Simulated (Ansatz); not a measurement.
```xyz
7

H    -0.5268   -1.4339   -0.2416
F     0.1385   -2.1113   -0.1174
O    -1.0636    0.1543   -0.3139
C     0.0966    0.7539    0.0364
H     0.2250    0.5955    1.1500
H     0.1430    1.8508   -0.1610
H     0.9872    0.1906   -0.3526
```

All numbers below come from UKS PBE-D4/def2-SVP (Ansatz 0.2.0).

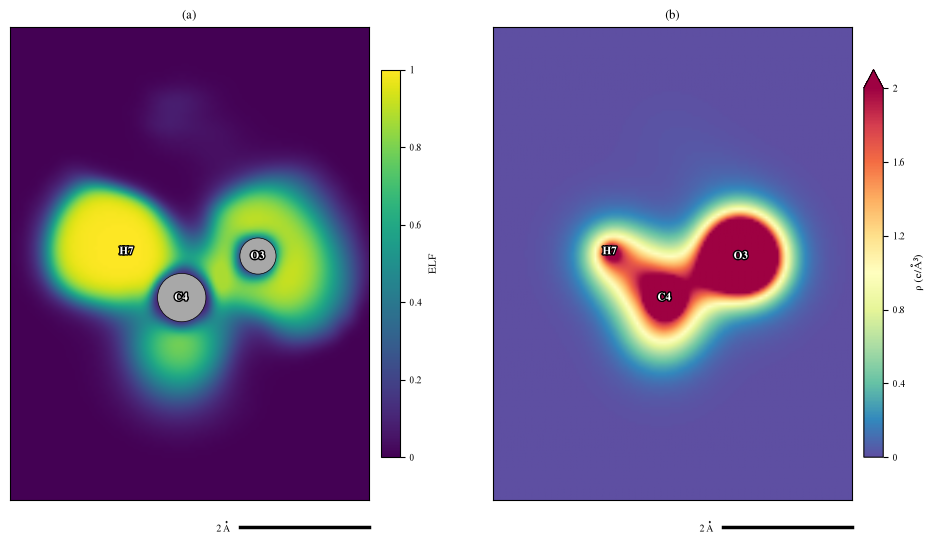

HF···CH3O (doublet). (a) electron localisation function; (b) total electron density on the plane of atoms O3, C4 and H7. Grey discs cover the atomic cores in the ELF map.

Read the bonding off the picture.

- The plane passes through O, C and H nuclei.
- C–O (1.35 Å): ρ is about 2.4 e/Å³ halfway, with its minimum of 2 e/Å³ about 0.5 Å from C; the ELF peaks at about 0.85 between the atoms: a shared but strongly polarised pair.
- C–H (1.12 Å): ρ is about 1.9 e/Å³ halfway; the ELF climbs to about 1 towards the hydrogen, as it does in any bond to H; a covalent bond by its length.
- The ELF also peaks beside O3, away from the bonds: non-bonding electrons, paired or unpaired.
